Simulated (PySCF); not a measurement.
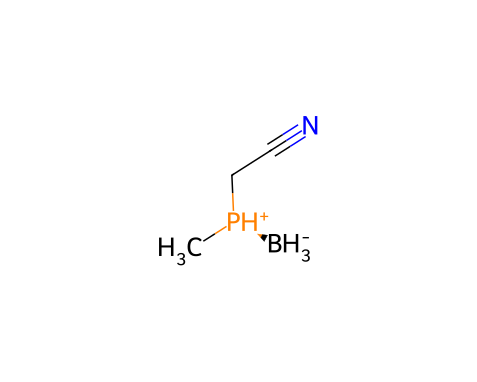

2D structure.

> Give its SMILES.

[BH3-][P@@H+](C)CC#N

> Give the formula, hydrogens included.

C3H9BNP.

> An optimisation with GFN2-xTB gave a structure of which point group?

C1.

The parts below concern this one geometry. Atoms keep their numbers from picture to picture. The computed structure is the end point of a GFN2-xTB optimisation. No frequency run is at hand to confirm it as a minimum.

### Shape

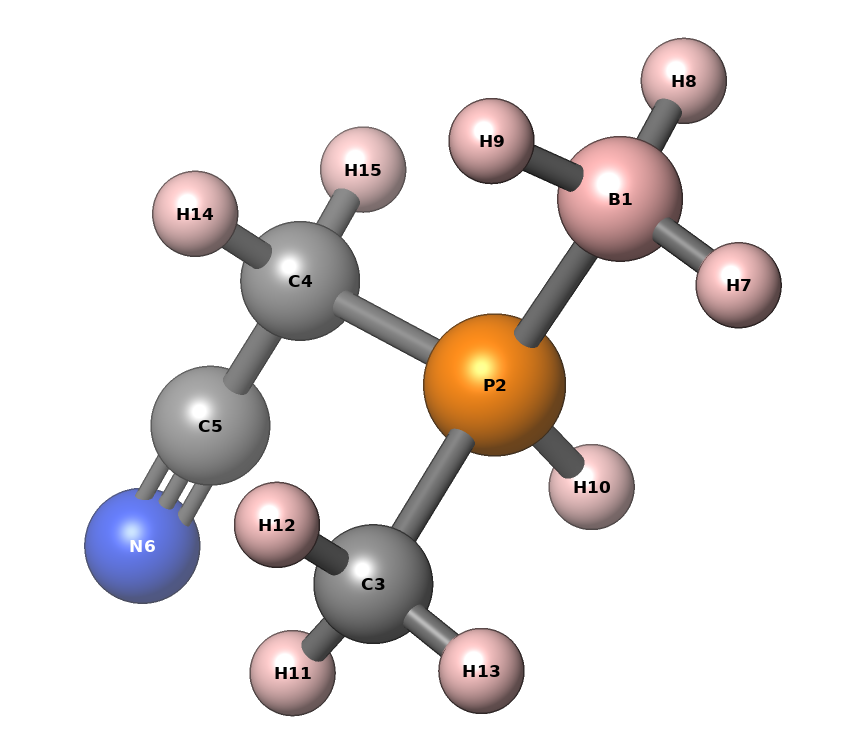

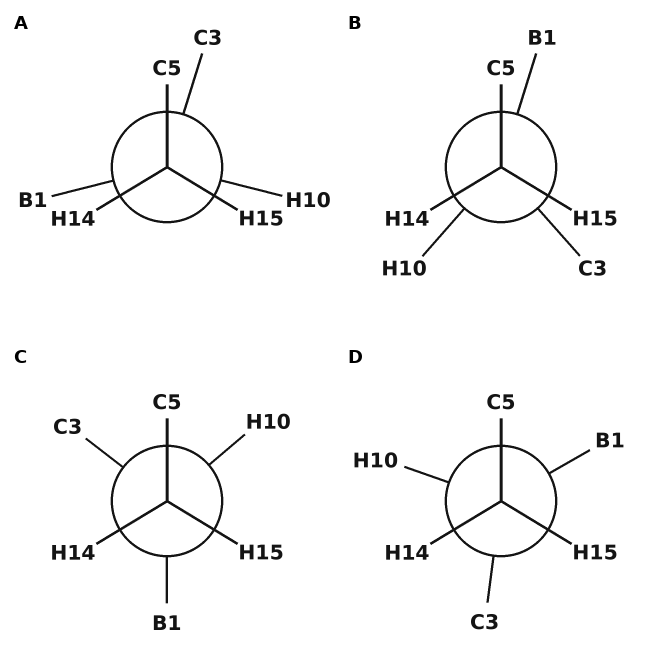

Atoms fade into the background with distance from the viewer. Bonds that would overlap in a projection are set slightly apart. No frequency run is at hand to confirm it as a minimum.

> Which Newman projection shows the view along C4–P2, with C4 in front?

C. The torsion angle C5–C4–P2–C3 is −52°, synclinal (gauche).

### Dipole moment

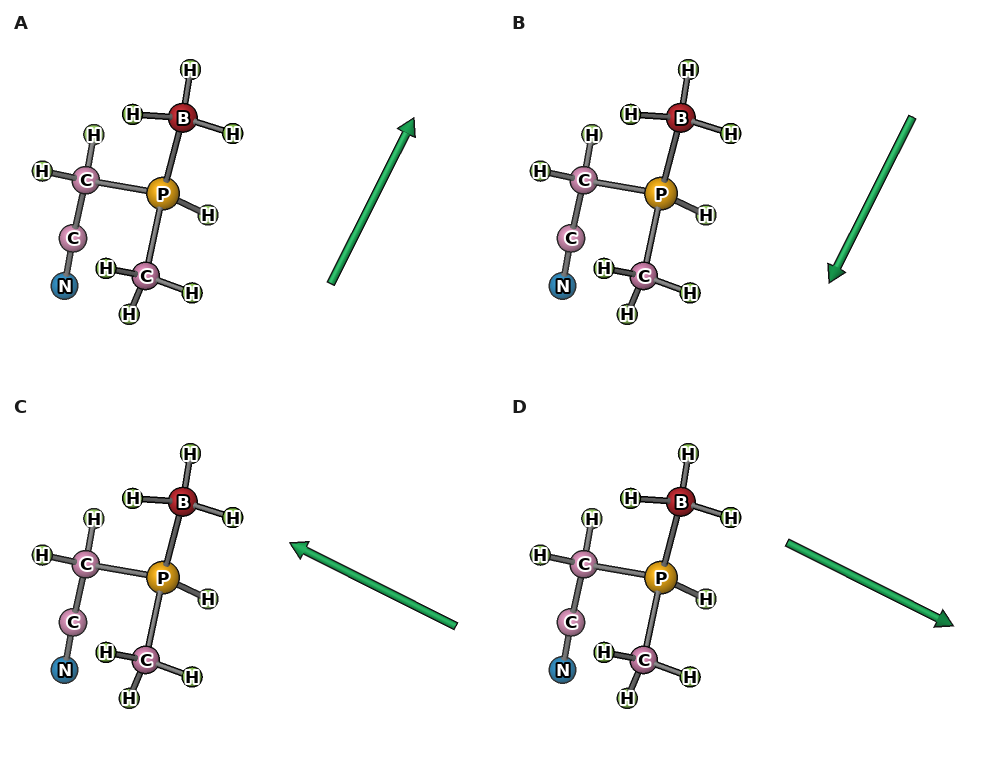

The same molecule four times, each with an arrow. No frequency run is at hand to confirm it as a minimum. Properties computed with CAM-B3LYP/def2-SVPD, gas phase (PySCF 2.14.0).

> Which arrow points along the dipole moment, from the negative to the positive end?

B. The dipole moment is 1.00 D.

### Excitation

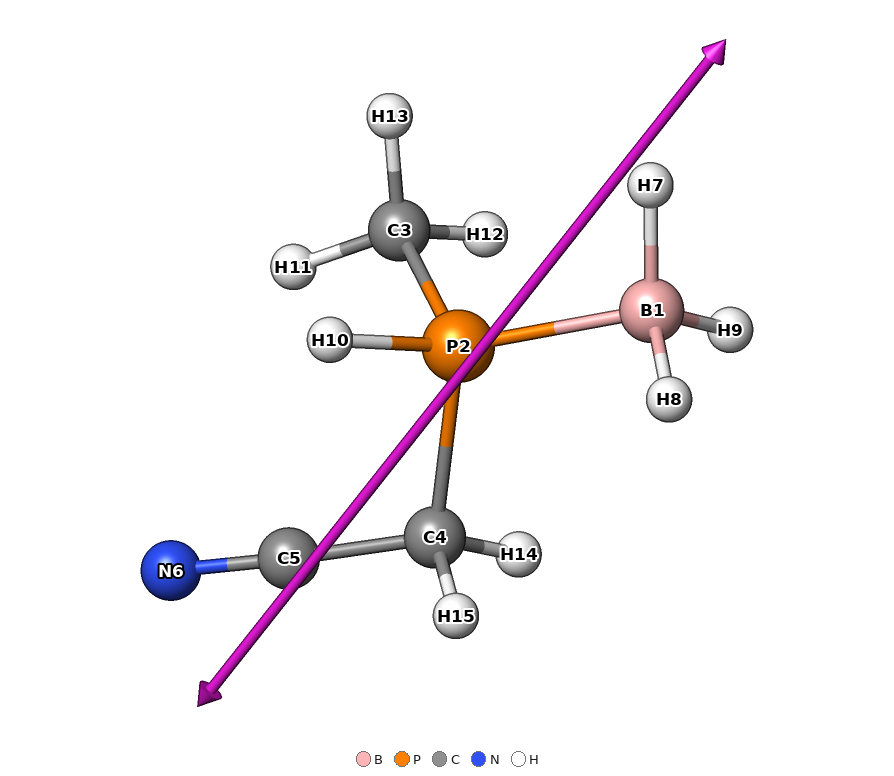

The double arrow shows the direction of the transition dipole to excited singlet state 2 (its length means nothing). No frequency run is at hand to confirm it as a minimum. Properties computed with TDDFT CAM-B3LYP/def2-SVPD, vertical, gas phase, core orbitals frozen in the response (PySCF 2.14.0).

> Where does the transition lie, and how strong is it?

7.81 eV (159 nm), oscillator strength 0.067, of mixed character, with the largest part HOMO−2 → LUMO+1 (weight 0.31); transition dipole 1.50 D.

### Polarisability

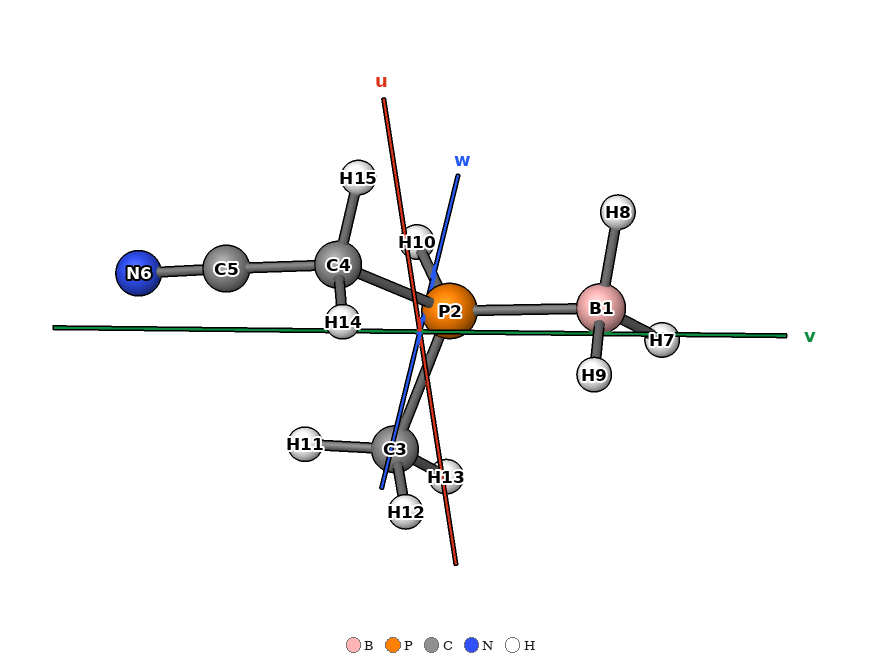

The lines u, v and w are the principal axes of the static dipole polarisability. No frequency run is at hand to confirm it as a minimum. Computed with CAM-B3LYP/def2-SVPD (PySCF 2.14.0).

> Along which axis is the molecule most polarisable, and along which least?

Most along v (close to the long direction B1···N6), least along w.

> Give the three principal values.

u 76.5, v 103.7, w 67.0 bohr³; mean 82.4, anisotropy 33.0 bohr³.

The geometry is semi-empirical. Around B, P such bond lengths and angles can be off by a tenth of an ångström or more and by several degrees, and values that hang on the shape move with them.
